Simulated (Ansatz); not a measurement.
C2H3F3InN (SMILES CC#[N+][In-]([F])([F])[F])

```xyz
10

C     0.2555   -1.2914    1.9141
C     0.1012   -0.4930    0.7245
N    -0.0217    0.1395   -0.2194
In   -0.2607    1.3973   -2.0856
F     1.6147    1.7544   -2.4365
F    -1.3308    2.8318   -1.3339
F    -1.1589    0.0904   -3.2051
H    -0.4704   -2.1060    1.9029
H     1.2648   -1.7050    1.9471
H     0.0893   -0.6691    2.7948
```

Geometry: PBE0-D4/def2-TZVP; core potentials replace the inner electrons of In.

These are results of RKS PBE0-D4/def2-TZVPP in Ansatz, not measurements.

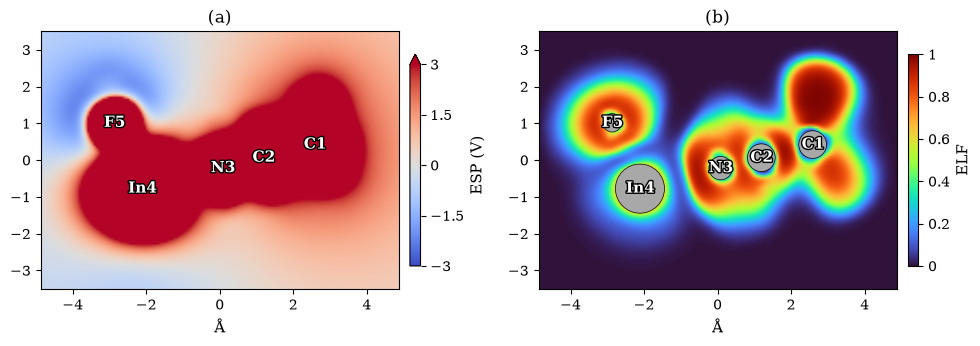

Figure 1. (a) electrostatic potential; (b) electron localisation function on the plane of atoms N3, In4 and F5. Grey discs cover the atomic cores in the ELF map.

> Read the bonding off the picture.

The section cuts through C, N, In and F sites.
C–N (1.14 Å): the ELF peaks at about 0.85 between the atoms; a short, multiple covalent bond.
C–C (1.44 Å): the ELF peaks at about 0.95 between the atoms (a covalent bond).
In–F (1.94 Å): the ELF peaks at about 0.80 in the valence shell of F, 0.5 Å from its nucleus, and drops to about 0.15 between the two atoms.
In–N (2.26 Å): the ELF peaks at about 0.95 in the valence shell of N, 0.6 Å from its nucleus, and drops to about 0.10 between the two atoms.
The ELF also peaks beside F5, away from the bonds: lone-pair regions.
Outside the dense part of the molecule the potential is most negative (−2.1 V) near F5.

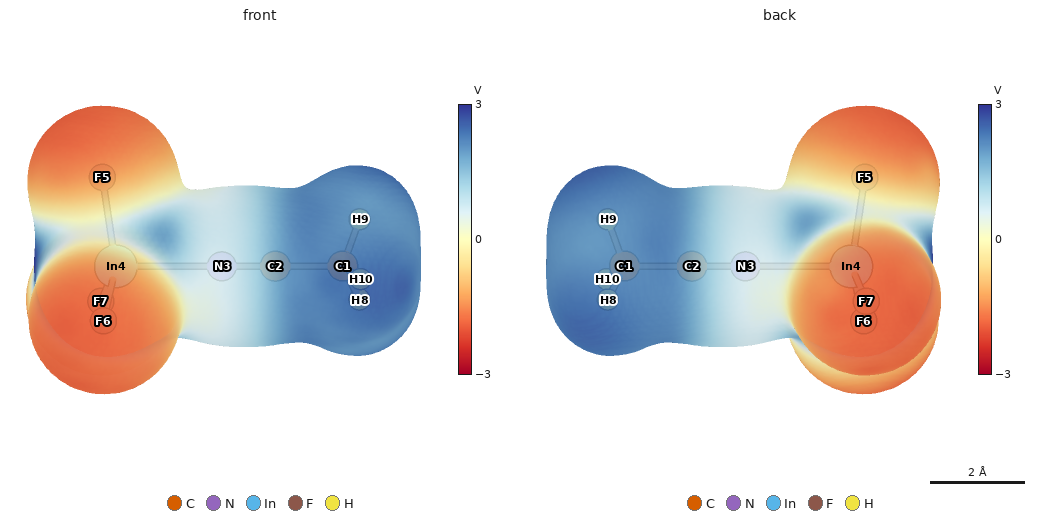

Figure 2. The electrostatic potential painted on the density surface at 0.002 e/bohr³, seen from the front and from behind; red is negative and blue positive.

> Which sites attract a positive test charge, and which a negative one?

A positive charge is drawn to the negative regions and a negative charge to the positive ones. The most negative region (about −1.9 V) lies over F5, F6 and F7, the most positive (about +2.7 V) over In4.

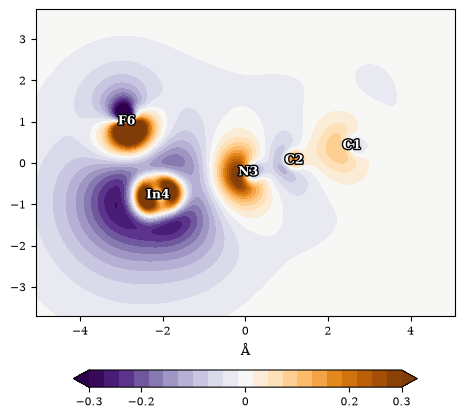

Figure 3. The LUMO on the plane of atoms N3, In4 and F6 (values in Å⁻³ᐟ²; the overall sign is arbitrary).

> What is the character of this orbital?

It lies mainly on In4 (about 60 %), F5 (about 10 %), F6 (about 10 %) and F7 (about 10 %). Its energy is −1.32 eV.
